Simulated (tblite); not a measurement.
# Geometry relaxation, with input and output: Al$_{2}$HCl$_{3}$F$_{2}$ (part 1 of 3)

System: Al$_{2}$HCl$_{3}$F$_{2}$.
Method: GFN2-xTB geometry optimisation, gas phase (tblite 0.8.0).

It belongs to a series of runs on one base structure; here: H on Al replaced by F.

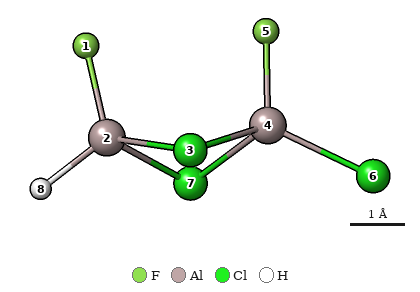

*The starting structure (ball-and-stick view, seen at a tilt; atoms are numbered from 1 in the order of the input). Sticks mark near contacts.*

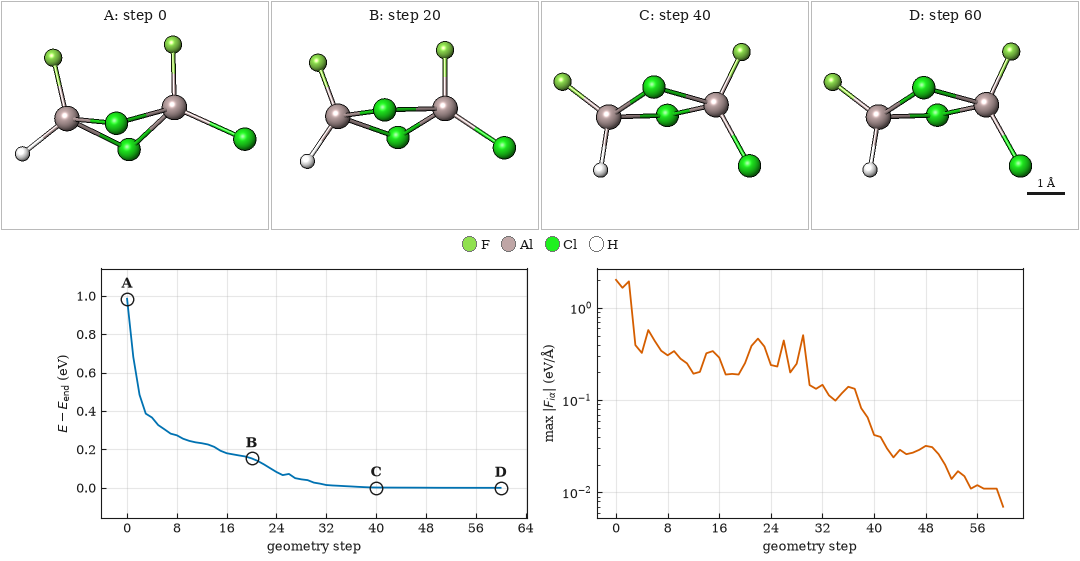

*Frames of the relaxation (ball-and-stick view, seen at a tilt) above the curves, on which the letters mark them (steps are counted from 0).*

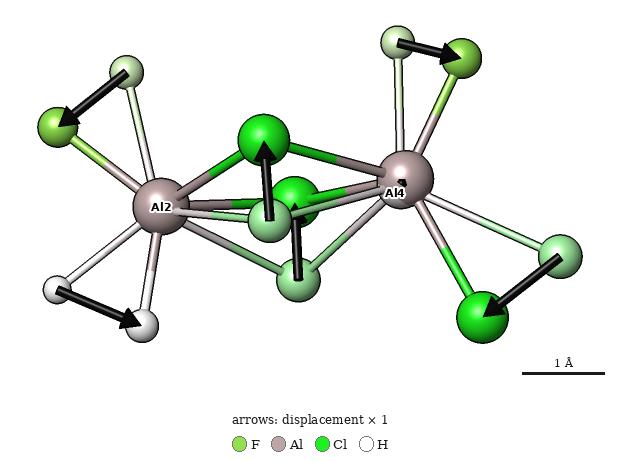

*Start (faint) and end (solid) with the displacements as black arrows, at true length (ball-and-stick view, seen at a tilt). The two geometries are laid on each other by the best rigid fit.*

After 60 geometry steps the energy has fallen by 0.985 eV. Largest force component: 2 eV/Å at the start, 0.007 eV/Å at the end. The atom that moves furthest after the best rigid fit is Cl6 (1.21 Å). By element the largest moves are Cl 1.21 Å, H 1.14 Å, F 1.08 Å, Al 0.09 Å. Distances before and after: Al4–Cl6 2.183 → 2.016 Å, F1–Al2 1.794 → 1.643 Å, Al4–F5 1.775 → 1.649 Å, Al2–H8 1.582 → 1.517 Å. Among the angles that change: F5–Al4–Cl6 117.2° → 127.0°, Cl7–Al2–H8 114.9° → 106.6°, F5–Al4–Cl7 111.4° → 103.5°. (Atoms are counted from 1 in the order of the input.)

The input that produced these results follows, with the program's output.

Input:
```
{"job": {"kind": "relax", "xc": "GFN2-xTB", "basis": "xTB"}, "charge": 0, "multiplicity": 1}
F     -2.188700     0.521000    -1.244300
Al    -1.468000    -0.480000     0.058000
Cl    -0.075100     0.649200     1.399400
Al     1.384100     0.397700    -0.259300
F      0.989000     1.569200    -1.533300
Cl     3.474400     0.256600     0.352400
Cl     0.368700    -1.554300    -0.605600
H     -2.475400    -1.350000     0.912700
```

The first line tells a small driver script what to run in tblite; the rest is the geometry in Å.

Run as:
```bash
OMP_NUM_THREADS=1 python <driver script> task.json out
```

Log:
```
step      E/eV     max force
  0    -712.04244    2.427
  1    -712.34587    1.744
  2    -712.54249    2.698
  3    -712.64092    0.477
  4    -712.66122    0.448
  5    -712.70046    0.647
  6    -712.72252    0.485
  7    -712.74521    0.411
  8    -712.75393    0.380
  9    -712.77177    0.379
 10    -712.78304    0.324
 11    -712.79048    0.252
 12    -712.79517    0.231
 13    -712.80171    0.266
 14    -712.81415    0.379
 15    -712.83429    0.445
 16    -712.84724    0.317
 17    -712.85314    0.235
 18    -712.85891    0.203
 19    -712.86429    0.225
 20    -712.87398    0.357
 21    -712.88774    0.517
 22    -712.90565    0.569
 23    -712.92555    0.449
 24    -712.94518    0.263
 25    -712.96127    0.244
 26    -712.95516    0.607
 27    -712.97714    0.244
 28    -712.98337    0.255
 29    -712.98740    0.592
 30    -713.00031    0.182
 31    -713.00576    0.144
 32    -713.01290    0.197
 33    -713.01526    0.132
 34    -713.01682    0.138
 35    -713.01873    0.130
 36    -713.02032    0.143
 37    -713.02218    0.144
 38    -713.02386    0.095
 39    -713.02518    0.083
 40    -713.02585    0.052
 41    -713.02608    0.041
 42    -713.02619    0.036
 43    -713.02631    0.032
 44    -713.02643    0.032
 45    -713.02652    0.029
 46    -713.02661    0.028
 47    -713.02672    0.032
 48    -713.02689    0.035
 49    -713.02709    0.034
 50    -713.02723    0.028
 51    -713.02729    0.021
 52    -713.02732    0.018
 53    -713.02736    0.018
 54    -713.02740    0.016
 55    -713.02743    0.012
 56    -713.02745    0.013
 57    -713.02747    0.013
 58    -713.02749    0.013
 59    -713.02751    0.013
 60    -713.02753    0.007
```

Trajectory as extended XYZ (Å, eV, eV/Å), 61 frames, from step=0 to step=60:
```
8
Properties=species:S:1:pos:R:3:forces:R:3 step=0 energy=-712.04244
F    -2.1887    0.5210   -1.2443    0.9870  -1.3660   1.7470
Al   -1.4680   -0.4800    0.0580   -1.4190   0.8270  -1.0530
Cl   -0.0751    0.6492    1.3994   -0.2170   0.3160  -0.1660
Al    1.3841    0.3977   -0.2593    1.5990   1.1370  -0.6660
F     0.9890    1.5692   -1.5333    0.4210  -1.4710   1.5300
Cl    3.4744    0.2566    0.3524   -2.0210   0.0540  -0.5390
Cl    0.3687   -1.5543   -0.6056   -0.1470   0.0610  -0.3990
H    -2.4754   -1.3500    0.9127    0.7950   0.4420  -0.4530
8
Properties=species:S:1:pos:R:3:forces:R:3 step=1 energy=-712.34587
F    -2.1746    0.5015   -1.2194    0.6910  -0.9890   1.2590
Al   -1.4882   -0.4682    0.0430   -0.8630   0.4820  -0.5780
Cl   -0.0782    0.6538    1.3971   -0.1910   0.2720  -0.2910
Al    1.4069    0.4139   -0.2688    1.1770   0.6850  -0.3160
F     0.9950    1.5482   -1.5114    0.3250  -1.1150   1.1490
Cl    3.4455    0.2573    0.3447   -1.6570   0.0500  -0.4500
Cl    0.3666   -1.5534   -0.6113   -0.1650   0.2140  -0.3550
H    -2.4640   -1.3437    0.9062    0.6840   0.4000  -0.4190
8
Properties=species:S:1:pos:R:3:forces:R:3 step=2 energy=-712.54249
F    -2.1366    0.4472   -1.1503   -0.7870   1.0940  -1.4470
Al   -1.5361   -0.4414    0.0108    1.2500  -1.3890   1.9460
Cl   -0.0886    0.6686    1.3816   -0.1350   0.2130  -0.4730
Al    1.4714    0.4519   -0.2866   -0.6150  -0.8350   0.8070
F     1.0128    1.4871   -1.4485   -0.2510   0.3970  -0.5200
Cl    3.3552    0.2600    0.3201    0.4100  -0.1060   0.1740
Cl    0.3577   -1.5422   -0.6306   -0.1780   0.4520  -0.2820
H    -2.4268   -1.3219    0.8835    0.3060   0.1750  -0.2060
8
Properties=species:S:1:pos:R:3:forces:R:3 step=3 energy=-712.64092
F    -2.1526    0.4698   -1.1795    0.1110  -0.2060   0.2500
Al   -1.5140   -0.4595    0.0348    0.1870  -0.0420   0.1670
Cl   -0.0871    0.6667    1.3817   -0.1420   0.2370  -0.3650
Al    1.4503    0.4358   -0.2757    0.0160  -0.1580   0.2470
F     1.0063    1.5056   -1.4684    0.0400  -0.2780   0.2380
Cl    3.3812    0.2584    0.3277   -0.3960  -0.0360  -0.0740
Cl    0.3585   -1.5414   -0.6281   -0.1550   0.3390  -0.2970
H    -2.4336   -1.3259    0.8875    0.3390   0.1440  -0.1660
8
Properties=species:S:1:pos:R:3:forces:R:3 step=4 energy=-712.66122
F    -2.1499    0.4654   -1.1742    0.0720  -0.1520   0.1820
Al   -1.5128   -0.4607    0.0383    0.2710  -0.0110   0.1310
Cl   -0.0899    0.6712    1.3752   -0.1310   0.2420  -0.3260
Al    1.4539    0.4350   -0.2725   -0.1990  -0.2120   0.2430
F     1.0076    1.4985   -1.4619    0.0060  -0.1830   0.1360
Cl    3.3707    0.2579    0.3255   -0.1390  -0.0610   0.0100
Cl    0.3556   -1.5356   -0.6338   -0.1380   0.3110  -0.2920
H    -2.4260   -1.3223    0.8834    0.2590   0.0650  -0.0840
8
Properties=species:S:1:pos:R:3:forces:R:3 step=5 energy=-712.70046
F    -2.1428    0.4524   -1.1584    0.0000  -0.0500   0.0590
Al   -1.5004   -0.4642    0.0506    0.3550   0.1330  -0.0710
Cl   -0.1001    0.6889    1.3511   -0.1010   0.2800  -0.1400
Al    1.4529    0.4261   -0.2577   -0.5770  -0.2490   0.1530
F     1.0100    1.4782   -1.4446   -0.0570   0.0100  -0.0670
Cl    3.3465    0.2545    0.3219    0.4030  -0.1180   0.1950
Cl    0.3450   -1.5134   -0.6556   -0.0690   0.1600  -0.2840
H    -2.4021   -1.3131    0.8727    0.0450  -0.1650   0.1550
8
Properties=species:S:1:pos:R:3:forces:R:3 step=6 energy=-712.72252
F    -2.1391    0.4446   -1.1491   -0.0310  -0.0030   0.0040
Al   -1.4864   -0.4644    0.0572    0.2460   0.1630  -0.1580
Cl   -0.1077    0.7038    1.3347   -0.0860   0.3130   0.0140
Al    1.4422    0.4159   -0.2460   -0.4400  -0.1860   0.0860
F     1.0102    1.4674   -1.4365   -0.0590   0.0490  -0.1020
Cl    3.3399    0.2505    0.3233    0.3930  -0.1240   0.2040
Cl    0.3378   -1.4977   -0.6730   -0.0180   0.0260  -0.2860
H    -2.3878   -1.3107    0.8694   -0.0050  -0.2380   0.2370
8
Properties=species:S:1:pos:R:3:forces:R:3 step=7 energy=-712.74521
F    -2.1355    0.4351   -1.1379   -0.0780   0.0630  -0.0740
Al   -1.4639   -0.4617    0.0625   -0.0470   0.0840  -0.1520
Cl   -0.1191    0.7298    1.3150   -0.0720   0.3440   0.2140
Al    1.4215    0.3989   -0.2287    0.0280  -0.0140  -0.0290
F     1.0092    1.4550   -1.4287   -0.0250   0.0150  -0.0500
Cl    3.3381    0.2429    0.3288    0.0990  -0.1100   0.1360
Cl    0.3284   -1.4778   -0.7013    0.0440  -0.1590  -0.2810
H    -2.3695   -1.3128    0.8702    0.0510  -0.2230   0.2360
8
Properties=species:S:1:pos:R:3:forces:R:3 step=8 energy=-712.75393
F    -2.1358    0.4333   -1.1357   -0.0970   0.0840  -0.1010
Al   -1.4574   -0.4596    0.0618   -0.1450   0.0150  -0.0810
Cl   -0.1239    0.7438    1.3122   -0.0650   0.3070   0.2150
Al    1.4153    0.3931   -0.2236    0.1830   0.0510  -0.0610
F     1.0085    1.4515   -1.4272   -0.0050  -0.0160  -0.0100
Cl    3.3393    0.2387    0.3329   -0.0350  -0.1030   0.1030
Cl    0.3261   -1.4741   -0.7149    0.0470  -0.1720  -0.2480
H    -2.3629   -1.3172    0.8745    0.1170  -0.1660   0.1850
8
Properties=species:S:1:pos:R:3:forces:R:3 step=9 energy=-712.77177
F    -2.1390    0.4315   -1.1336   -0.1240   0.1030  -0.1270
Al   -1.4477   -0.4551    0.0590   -0.2510  -0.0940   0.0630
Cl   -0.1361    0.7817    1.3113   -0.0400   0.1540   0.1080
Al    1.4070    0.3823   -0.2143    0.3410   0.1380  -0.0900
F     1.0070    1.4429   -1.4237    0.0270  -0.0520   0.0420
Cl    3.3401    0.2267    0.3444   -0.2190  -0.0950   0.0610
Cl    0.3223   -1.4701   -0.7508    0.0250  -0.1100  -0.1270
H    -2.3446   -1.3304    0.8878    0.2410  -0.0450   0.0690
8
Properties=species:S:1:pos:R:3:forces:R:3 step=10 energy=-712.78304
F    -2.1435    0.4315   -1.1336   -0.1230   0.0820  -0.1000
Al   -1.4445   -0.4529    0.0575   -0.2330  -0.0970   0.0990
Cl   -0.1464    0.8141    1.3119   -0.0130   0.0070  -0.0220
Al    1.4062    0.3765   -0.2088    0.2820   0.1400  -0.0770
F     1.0063    1.4349   -1.4199    0.0350  -0.0310   0.0270
Cl    3.3370    0.2155    0.3546   -0.2230  -0.0970   0.0670
Cl    0.3196   -1.4686   -0.7812   -0.0040  -0.0120  -0.0090
H    -2.3256   -1.3416    0.8994    0.2790   0.0090   0.0160
8
Properties=species:S:1:pos:R:3:forces:R:3 step=11 energy=-712.79048
F    -2.1488    0.4325   -1.1348   -0.1060   0.0390  -0.0450
Al   -1.4461   -0.4523    0.0575   -0.1480  -0.0310   0.0490
Cl   -0.1544    0.8383    1.3115    0.0090  -0.1040  -0.1280
Al    1.4097    0.3747   -0.2062    0.1080   0.0930  -0.0520
F     1.0065    1.4283   -1.4164    0.0300   0.0240  -0.0270
Cl    3.3311    0.2052    0.3637   -0.1140  -0.1050   0.1010
Cl    0.3173   -1.4672   -0.8041   -0.0300   0.0790   0.0840
H    -2.3063   -1.3499    0.9086    0.2510   0.0050   0.0180
8
Properties=species:S:1:pos:R:3:forces:R:3 step=12 energy=-712.79517
F    -2.1537    0.4337   -1.1363   -0.0900   0.0040   0.0020
Al   -1.4503   -0.4522    0.0579   -0.0550   0.0460  -0.0270
Cl   -0.1584    0.8491    1.3092    0.0180  -0.1490  -0.1760
Al    1.4139    0.3759   -0.2062   -0.0440   0.0430  -0.0340
F     1.0072    1.4253   -1.4152    0.0240   0.0710  -0.0750
Cl    3.3259    0.1975    0.3708   -0.0020  -0.1120   0.1340
Cl    0.3156   -1.4654   -0.8145   -0.0450   0.1290   0.1260
H    -2.2912   -1.3546    0.9142    0.1940  -0.0310   0.0490
8
Properties=species:S:1:pos:R:3:forces:R:3 step=13 energy=-712.80171
F    -2.1621    0.4357   -1.1385   -0.0780  -0.0350   0.0520
Al   -1.4576   -0.4511    0.0576    0.0640   0.1330  -0.1210
Cl   -0.1624    0.8579    1.3029    0.0220  -0.1710  -0.2030
Al    1.4189    0.3791   -0.2077   -0.1910  -0.0120  -0.0170
F     1.0086    1.4238   -1.4158    0.0220   0.1180  -0.1220
Cl    3.3195    0.1857    0.3824    0.1070  -0.1160   0.1630
Cl    0.3129   -1.4607   -0.8232   -0.0570   0.1670   0.1520
H    -2.2687   -1.3610    0.9222    0.1110  -0.0830   0.0960
8
Properties=species:S:1:pos:R:3:forces:R:3 step=14 energy=-712.81415
F    -2.1803    0.4393   -1.1421   -0.0740  -0.0820   0.1120
Al   -1.4703   -0.4466    0.0548    0.2160   0.2160  -0.2240
Cl   -0.1697    0.8708    1.2865    0.0250  -0.1700  -0.2070
Al    1.4253    0.3850   -0.2109   -0.3230  -0.0770  -0.0010
F     1.0121    1.4238   -1.4197    0.0350   0.1670  -0.1650
Cl    3.3087    0.1605    0.4081    0.1870  -0.1110   0.1790
Cl    0.3063   -1.4483   -0.8364   -0.0670   0.1940   0.1630
H    -2.2230   -1.3750    0.9396    0.0000  -0.1360   0.1420
8
Properties=species:S:1:pos:R:3:forces:R:3 step=15 energy=-712.83429
F    -2.2165    0.4442   -1.1467   -0.0940  -0.1290   0.1680
Al   -1.4888   -0.4352    0.0469    0.3280   0.1860  -0.2360
Cl   -0.1836    0.8933    1.2505    0.0270  -0.1210  -0.1560
Al    1.4317    0.3937   -0.2159   -0.3410  -0.1340   0.0090
F     1.0196    1.4261   -1.4295    0.0880   0.2000  -0.1780
Cl    3.2899    0.1107    0.4596    0.1390  -0.0800   0.1460
Cl    0.2922   -1.4200   -0.8595   -0.0610   0.1800   0.1420
H    -2.1355   -1.4034    0.9745   -0.0850  -0.1030   0.1040
8
Properties=species:S:1:pos:R:3:forces:R:3 step=16 energy=-712.84724
F    -2.2504    0.4452   -1.1465   -0.1300  -0.1380   0.1740
Al   -1.4984   -0.4238    0.0389    0.2900   0.0260  -0.1260
Cl   -0.1959    0.9107    1.2118    0.0290  -0.0140  -0.0320
Al    1.4321    0.3984   -0.2185   -0.2030  -0.1160  -0.0200
F     1.0286    1.4302   -1.4400    0.1570   0.1750  -0.1250
Cl    3.2714    0.0648    0.5074   -0.0130  -0.0320   0.0720
Cl    0.2772   -1.3883   -0.8778   -0.0250   0.0840   0.0680
H    -2.0556   -1.4278    1.0046   -0.1050   0.0160  -0.0110
8
Properties=species:S:1:pos:R:3:forces:R:3 step=17 energy=-712.85314
F    -2.2568    0.4414   -1.1415   -0.1490  -0.1150   0.1410
Al   -1.4927   -0.4224    0.0377    0.1900  -0.0160  -0.0950
Cl   -0.1969    0.9094    1.2008    0.0270   0.0650   0.0630
Al    1.4272    0.3962   -0.2177   -0.0930  -0.0360  -0.0780
F     1.0332    1.4334   -1.4430    0.1810   0.1220  -0.0640
Cl    3.2664    0.0581    0.5145   -0.0650  -0.0220   0.0490
Cl    0.2733   -1.3783   -0.8767    0.0120  -0.0160  -0.0030
H    -2.0447   -1.4283    1.0058   -0.1030   0.0190  -0.0130
8
Properties=species:S:1:pos:R:3:forces:R:3 step=18 energy=-712.85891
F    -2.2630    0.4349   -1.1335   -0.1650  -0.0790   0.0890
Al   -1.4810   -0.4224    0.0352    0.0420  -0.0690  -0.0100
Cl   -0.1971    0.9117    1.1956    0.0280   0.1080   0.1200
Al    1.4197    0.3918   -0.2175    0.0500   0.0650  -0.1160
F     1.0406    1.4376   -1.4455    0.1930   0.0590   0.0000
Cl    3.2621    0.0550    0.5185   -0.1350  -0.0150   0.0210
Cl    0.2709   -1.3720   -0.8776    0.0520  -0.1110  -0.0660
H    -2.0430   -1.4271    1.0048   -0.0650   0.0430  -0.0370
8
Properties=species:S:1:pos:R:3:forces:R:3 step=19 energy=-712.86429
F    -2.2735    0.4283   -1.1255   -0.1660  -0.0590   0.0560
Al   -1.4707   -0.4229    0.0316   -0.0790  -0.1100   0.0910
Cl   -0.1974    0.9179    1.1939    0.0300   0.1050   0.1130
Al    1.4141    0.3894   -0.2202    0.1530   0.1280  -0.1050
F     1.0511    1.4432   -1.4489    0.1900   0.0170   0.0330
Cl    3.2562    0.0498    0.5248   -0.1900  -0.0090  -0.0050
Cl    0.2699   -1.3691   -0.8813    0.0790  -0.1560  -0.1030
H    -2.0406   -1.4273    1.0056   -0.0180   0.0840  -0.0800
8
Properties=species:S:1:pos:R:3:forces:R:3 step=20 energy=-712.87398
F    -2.3010    0.4158   -1.1104   -0.1380  -0.0530   0.0370
Al   -1.4564   -0.4242    0.0248   -0.2400  -0.1310   0.2290
Cl   -0.1980    0.9324    1.1902    0.0330   0.0700   0.0540
Al    1.4080    0.3897   -0.2290    0.2530   0.1870  -0.0480
F     1.0754    1.4558   -1.4569    0.1710  -0.0280   0.0570
Cl    3.2404    0.0347    0.5424   -0.2360  -0.0020  -0.0380
Cl    0.2688   -1.3651   -0.8912    0.1150  -0.1820  -0.1480
H    -2.0281   -1.4296    1.0099    0.0430   0.1390  -0.1430
8
Properties=species:S:1:pos:R:3:forces:R:3 step=21 energy=-712.88774
F    -2.3510    0.3959   -1.0865   -0.0650  -0.0820   0.0630
Al   -1.4427   -0.4256    0.0162   -0.3890  -0.0950   0.3270
Cl   -0.2000    0.9573    1.1791    0.0310   0.0100  -0.0500
Al    1.4041    0.3954   -0.2444    0.2990   0.2050   0.0470
F     1.1169    1.4755   -1.4702    0.1390  -0.0570   0.0560
Cl    3.2093    0.0035    0.5772   -0.2380   0.0080  -0.0670
Cl    0.2670   -1.3574   -0.9109    0.1430  -0.1630  -0.1850
H    -1.9946   -1.4351    1.0194    0.0790   0.1750  -0.1910
8
Properties=species:S:1:pos:R:3:forces:R:3 step=22 energy=-712.90565
F    -2.4224    0.3661   -1.0513    0.0520  -0.1340   0.1210
Al   -1.4328   -0.4265    0.0090   -0.4660  -0.0040   0.3270
Cl   -0.2037    0.9923    1.1571    0.0190  -0.0600  -0.1710
Al    1.4040    0.4078   -0.2647    0.2680   0.1620   0.1520
F     1.1768    1.5006   -1.4874    0.1000  -0.0590   0.0280
Cl    3.1602   -0.0439    0.6282   -0.1790   0.0160  -0.0810
Cl    0.2652   -1.3451   -0.9430    0.1400  -0.0800  -0.1930
H    -1.9383   -1.4420    1.0319    0.0660   0.1600  -0.1830
8
Properties=species:S:1:pos:R:3:forces:R:3 step=23 energy=-712.92555
F    -2.4967    0.3306   -1.0096    0.1330  -0.1550   0.1490
Al   -1.4315   -0.4258    0.0073   -0.3820   0.0730   0.2240
Cl   -0.2095    1.0305    1.1237   -0.0030  -0.1040  -0.2480
Al    1.4084    0.4239   -0.2819    0.1630   0.0630   0.2070
F     1.2419    1.5228   -1.5030    0.0700  -0.0250  -0.0210
Cl    3.1018   -0.0975    0.6837   -0.0690   0.0140  -0.0600
Cl    0.2630   -1.3276   -0.9836    0.0840   0.0520  -0.1510
H    -1.8684   -1.4475    1.0433    0.0030   0.0810  -0.0980
8
Properties=species:S:1:pos:R:3:forces:R:3 step=24 energy=-712.94518
F    -2.5722    0.2904   -0.9629    0.1550  -0.1500   0.1500
Al   -1.4375   -0.4207    0.0104   -0.2050   0.0690   0.0890
Cl   -0.2218    1.0763    1.0705   -0.0310  -0.0980  -0.2410
Al    1.4149    0.4397   -0.2913    0.0870  -0.0400   0.1850
F     1.3085    1.5386   -1.5162    0.0730   0.0050  -0.0380
Cl    3.0347   -0.1624    0.7485   -0.0040   0.0280  -0.0510
Cl    0.2557   -1.2957   -1.0381    0.0010   0.1710  -0.0850
H    -1.7732   -1.4568    1.0590   -0.0770   0.0150  -0.0100
8
Properties=species:S:1:pos:R:3:forces:R:3 step=25 energy=-712.96127
F    -2.6359    0.2450   -0.9105    0.1110  -0.1080   0.1070
Al   -1.4409   -0.4157    0.0191   -0.0330   0.0490  -0.0790
Cl   -0.2369    1.1225    1.0090   -0.0590  -0.0490  -0.1630
Al    1.4198    0.4498   -0.2914   -0.0050  -0.0550   0.0240
F     1.3730    1.5468   -1.5233    0.0880   0.0000   0.0000
Cl    2.9667   -0.2218    0.8053    0.1040   0.0110   0.0100
Cl    0.2456   -1.2556   -1.0975   -0.0740   0.2320  -0.0170
H    -1.6823   -1.4617    1.0693   -0.1320  -0.0810   0.1180
```
